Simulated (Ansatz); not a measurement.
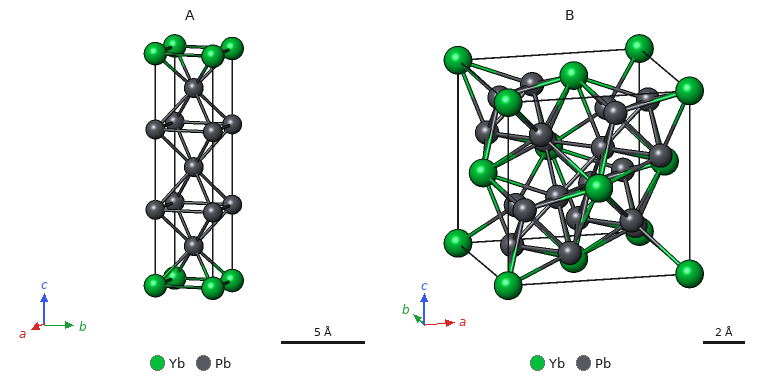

Two structures of YbPb₅, each relaxed to rest (conventional cells in solid outline, small ones repeated, not to one scale). Method: Ansatz 0.2.0, DFT PBE, scalar-relativistic, plane waves, PAW, without spin polarisation (spin-restricted runs, not always the ground states).

Question: What are the two structures?

Answer: A: 6 atoms a cell on a primitive tetragonal lattice, P4/mmm. B: 24 atoms a cell on a face-centred cubic lattice, F-43m.

Question: Which form lies lower?

Answer: A is lower, by 67 meV/atom at this level of theory (energies at zero smearing). Volumes: A 31.4, B 33.2 Å³/atom.

One or both may be structure types tried for this composition rather than known phases.
